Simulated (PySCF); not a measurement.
**C3H7NO2Si: density, localisation and related maps**

Input file:

```
{"job": {"kind": "uv", "xc": "PBE0", "basis": "def2-SVPD", "nstates": 8, "ntriplets": 3}, "charge": 0, "multiplicity": 1}
N      2.276152    -0.496610    -0.468933
C      1.868129     0.532599     0.303656
O      2.593953     1.467362     0.577093
Si     0.064310     0.440451     0.939880
C     -1.456628     0.719000    -0.184969
C     -1.740138    -0.752523     0.119377
O     -0.540946    -1.107529     0.815380
H      3.234044    -0.532932    -0.785145
H      1.695387    -1.308502    -0.584981
H     -0.053336     1.028098     2.270985
H     -2.224382     1.398944     0.165473
H     -1.275834     0.905225    -1.239039
H     -1.849203    -1.395659    -0.754397
H     -2.592186    -0.898396     0.783541
```

Run with:

```sh
OMP_NUM_THREADS=1 python probes_run.py task.json out
```

Geometry: GFN2-xTB.

All numbers below come from PySCF, PBE0/def2-SVPD, SCF density, gas phase.

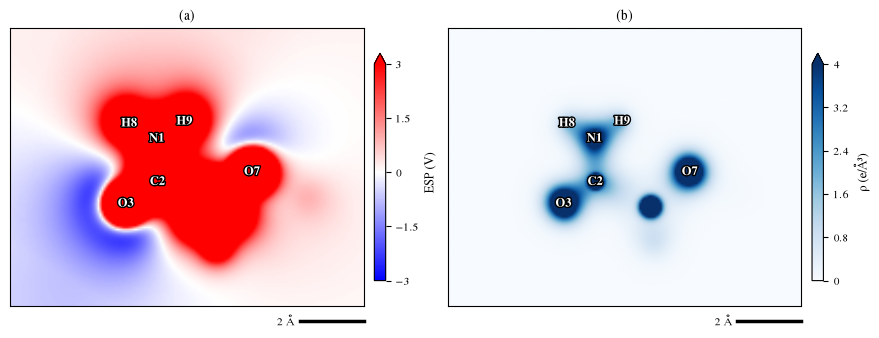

Figure 1. (a) electrostatic potential; (b) electron density on the plane of atoms C2, N1 and H9.

Describe what can be read from this map.

Answer. The plane passes through N, C, O and H nuclei. C–O (1.21 Å): ρ is about 3.3 e/Å³ halfway. C–N (1.35 Å): the density is about 2.4 e/Å³ at the midpoint. N–H (1.00 Å): ρ at the midpoint is about 2.9 e/Å³. Outside the dense part of the molecule the potential is most negative (−2.3 V) near O3.

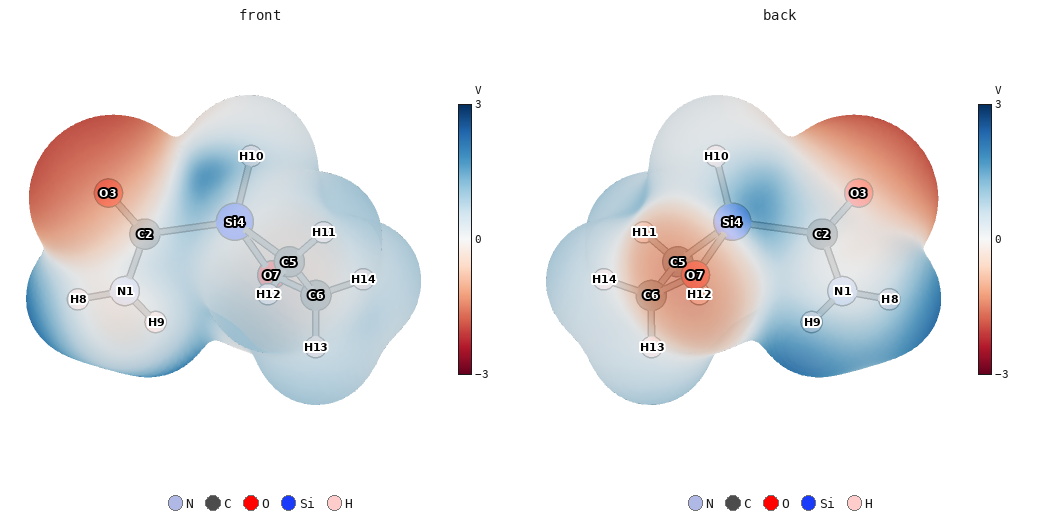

Figure 2. The electrostatic potential painted on the density surface at 0.002 e/bohr³, seen from the front and from behind; the colour scale runs from red (negative) to blue (positive).

Which sites attract a positive test charge, and which a negative one?

Answer. A positive charge is drawn to the negative regions and a negative charge to the positive ones. The most negative region (about −1.9 V, or −44 kcal/mol for a unit charge) lies over O3, the most positive (about +2.1 V, or +48 kcal/mol for a unit charge) over H8 and H9. O3 is the likeliest acceptor of a hydrogen bond.

What dipole moment does the calculation give?

Answer. Its dipole moment is 3.23 D.
